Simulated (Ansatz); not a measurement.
**GeBrF2: single-point calculation**

The run: single-point calculation of GeBrF2, multiplicity 2, SMILES [F][Ge]([F])[Br]. Method and program: UKS revPBE-D4/def2-TZVPP (Ansatz 0.2.0).

The geometry comes from this level: PBE0-D4/def2-TZVP.

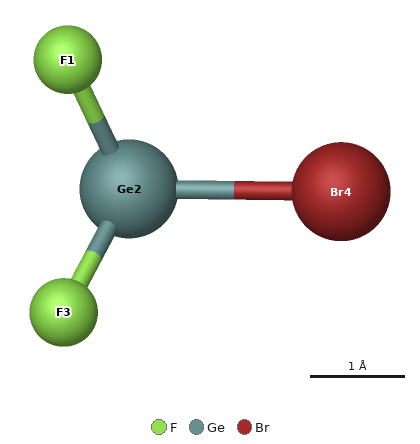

**Figure 1.** The structure as given in the input (ball-and-stick view, seen at a tilt; atoms are numbered from 1 in the order of the input). Sticks mark near contacts. Bond lengths as drawn: Br–Ge 2.30 Å and F–Ge 1.73 Å.

The input:
```yaml
crystal:
  periodic: [false, false, false]
  atoms:
    - {symbol: F, position_ang: [1.069456, 0.798484, 0.998724]}
    - {symbol: Ge, position_ang: [-0.237902, -0.184042, 0.443567]}
    - {symbol: F, position_ang: [0.543723, -1.585539, -0.194912]}
    - {symbol: Br, position_ang: [-1.319677, 0.910898, -1.267679]}
basis:
  gaussian: {orbitals: def2-TZVPP}
magnetization: {spin_polarized: true, initial_magnetization: 1}
hamiltonian: {xc: {name: revPBE}, dispersion: d4}
output: {orbitals: {seedname: orbitals}}
```

Machine: 4 CPU threads, shared host.

Log:
```
Functional definition: revPBE
  name "revPBE"
  cite "Zhang & Yang, Phys. Rev. Lett. 80, 890 (1998) doi:10.1103/PhysRevLett.80.890"
  cite "Perdew, Burke & Ernzerhof, Phys. Rev. Lett. 77, 3865 (1996) doi:10.1103/PhysRevLett.77.3865"
  parameter kappa = 1.245
  parameter beta = 0.06672455060314922
  exchange = pbe_x(kappa = kappa, mu = beta*pi^2/3)
  correlation = pbe_c(beta = beta)
1046 factors; their error is unknown
mean field evaluation 1: about -131986.4953 eV, gradient 4.1e1 eV
mean field evaluation 2: about -131949.2938 eV, gradient 1.2e2 eV
mean field evaluation 4: about -131990.7027 eV, gradient 7.5e0 eV
mean field evaluation 8: about -131990.9218 eV, gradient 1.3e-1 eV
mean field evaluation 16: about -131990.8872 eV, gradient 1.5e-4 eV
mean field -131990.88716713 eV, -4850.5756367555 hartree, gradient 5.3e-5 eV, S^2 0.752091; 0 other end points of the search recorded, 0 dependent functions left out
reference -131990.88720166 eV, -4850.5756380245 hartree; 43, 42 occupied and 115, 116 virtual orbitals, 1046 factors
Total energy: -131991.13438814 eV, -4850.5847219601 hartree
```

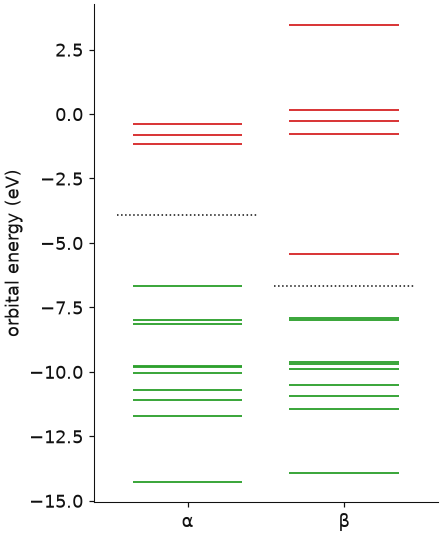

**Figure 2.** Orbital energies near the frontier for α and β spins; the dotted line parts filled from empty levels, and levels within 0.02 eV of each other stand side by side. α: highest filled −6.68 eV, lowest empty −1.15 eV, 5.53 eV apart; β: highest filled −7.91 eV, lowest empty −5.44 eV, 2.47 eV apart.

Results in brief:

- outcome: converged
- total energy: −131991.1344 eV
- mean-field energy: −131990.8872 eV
- dispersion energy: −0.2472 eV
- ⟨S²⟩: 0.752
- SCF solution under orbital rotations: stable
- HOMO (either spin): −6.68 eV
- LUMO (either spin): −5.44 eV
- wall time: 2.6 s (CPU time 8.7 s)
- peak memory: 0.24 GiB
